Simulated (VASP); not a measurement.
Band structure of NiO (rock salt, AFM-II order). Calculation: optB86b-vdW, VASP's PBE PAW potentials (set 64) (plane waves; VASP).

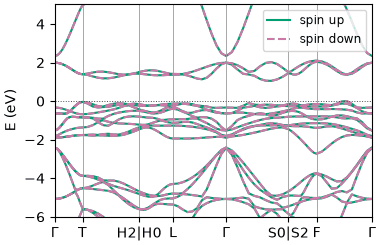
Figure. Bands along high-symmetry lines, zero at the valence-band maximum or, without a gap, the Fermi level

Read the plot: is there a gap, and where are the band edges?

The gap is indirect, 1.05 eV, from the valence maximum at F-Γ at 0.55 to the conduction minimum at Γ-S0 at 0.73. (Edges off the drawn lines would not show.)

The compound is NiO in the rock salt, AFM-II order structure. It was relaxed first.
